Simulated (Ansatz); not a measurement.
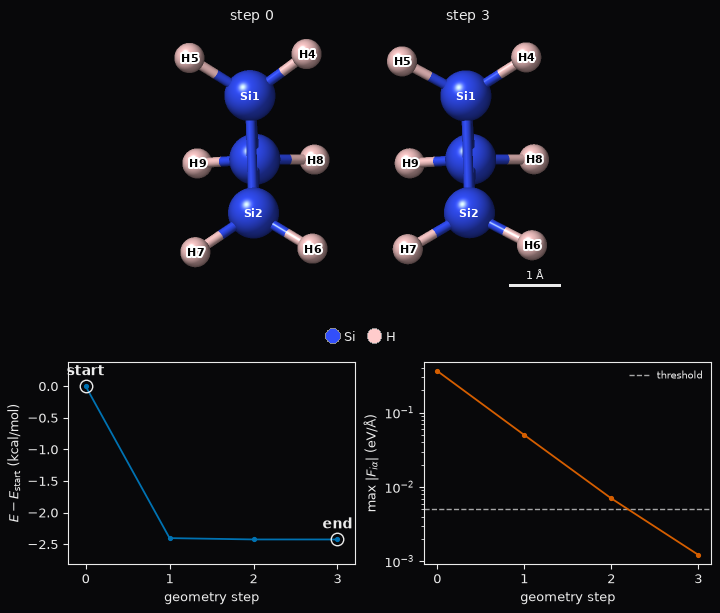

First and last geometry of a relaxation of Si$_{3}$H$_{6}$, with the history of the run. A ball-and-stick model, seen from a free direction.

The start comes from GFN2-xTB.

These are results of Ansatz, RKS PBE0-D4/def2-TZVP, not measurements. Set-up: force threshold 0.005 eV/Å; at most 150 steps.

Q: What do the curves and the structures tell?

A: It converged. After 3 geometry steps the energy has fallen by 2.42 kcal/mol. Largest force component: 0.37 eV/Å at the start, 0.0012 eV/Å at the end. The largest moves after the best rigid fit, 0.11 Å, are those of H atoms. By element the largest moves are H 0.11 Å, Si 0.01 Å. Near-neighbour distances that change, for instance: H–Si 1.466 → 1.484 Å, Si–Si 2.341 → 2.330 Å. Bond angles that change, for instance: H–Si–H 105.5° → 113.1°, H–Si–H 105.5° → 113.1°, Si–Si–H 121.7° → 118.5°.

```
step  E − E(0), kcal/mol  largest force component, eV/Å
   0                0.00                         0.3651
   1               -2.40                         0.0503
   2               -2.42                         0.0071
   3               -2.42                         0.0012
```
